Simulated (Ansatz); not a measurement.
## Fields on a plane of Ni (fcc, Cu type)

```xyz
1
Lattice="0.0000 1.7391 1.7391 1.7391 0.0000 1.7391 1.7391 1.7391 0.0000" Properties=species:S:1:pos:R:3 pbc="T T T"
Ni     0.0000     0.0000     0.0000
```

The slice is a {110} plane (indices of the conventional cell) through the point (0.000, 0.000, 0.000) (fractional), spanned by u = [100] and v = [1 -1 -1] in vectors of this cell: u (2.46 Å) and v (3.48 Å, at 90° to u). It covers one period; positions are fractions (u, v).

Atoms on it: Ni at (0.00, 0.00).

All values below come from r2SCAN (plane waves to 500 eV, PAW, scalar-relativistic; Ansatz, a program for electronic structure). k mesh 23×23×23. These are valence fields of a PAW run, semicore shells included where kept as valence: close to a nucleus they are smooth pseudo fields. Ni was relaxed with its symmetry unable to fall. Relaxed Ni ends ferromagnetic. The magnetic order is the one the run started from; other orders were not tried.

```
|xxx#: .=. :#xx|
|xxx=. :+: .=xx|
|@%+:  =#=  :+%|
|+=:  :#@#:  :=|
|..  :*@@@*:  .|
|   :+#%@%#+:  |
|.:-+*#####*+-:|
|--=+++++++++=-|
|==============|
|==============|
|==============|
|--=+++++++++=-|
|.:-+*#####*+-:|
|   :+#%@%#+:  |
|..  :*@@@*:  .|
|+=:  :#@#:  :=|
|@%+:  =#=  :+%|
|xxx=. :+: .=xx|
|xxx#: .=. :#xx|
|xxx%- .=. -%xx|
```
Scale: ten equal steps from 0.17 (start of ' ') to 0.37 (end of '@'), in the order ' .:-=+*#%@'. Values: electron localisation function (ELF). The map has 14 points along u (one character each, u = 0 at the left) and 20 along v (v = 0 in the bottom row). Points within 0.5 Å of a nucleus are blanked (x), as the pseudised field means little there.

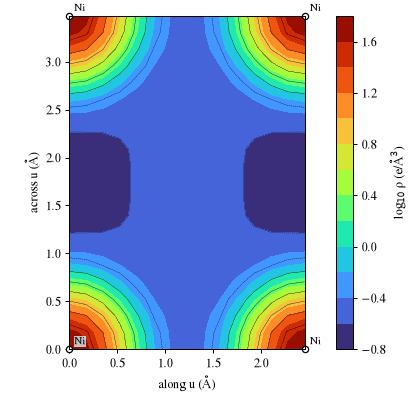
Figure. Log₁₀ of the valence density in e/Å³, one period of the plane, atoms marked. The scale is logarithmic, as a density can span decades between atoms and voids.

| Property | Result |
|---|---|
| Density on the Ni–Ni line (2.46 Å) at its midpoint | 0.33 e/Å³ |
| ELF at that point | 0.25 |
